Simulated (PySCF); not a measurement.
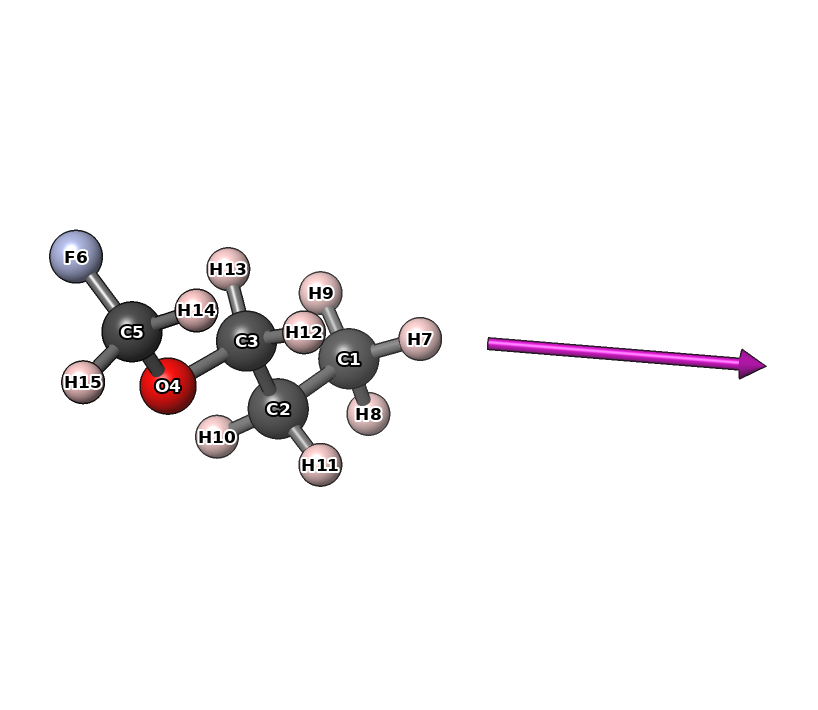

The arrow beside the molecule shows the direction of the dipole moment, from the negative to the positive end (its length means nothing). Geometry: a frame of a GFN2-xTB molecular-dynamics simulation, not a minimum. Method: PBE0/pcSseg-1, gas phase (PySCF 2.14.0).

> How large is the dipole moment?

1.66 D; it points from the side of F6 to the side of H7 (the outermost atoms at the two ends).
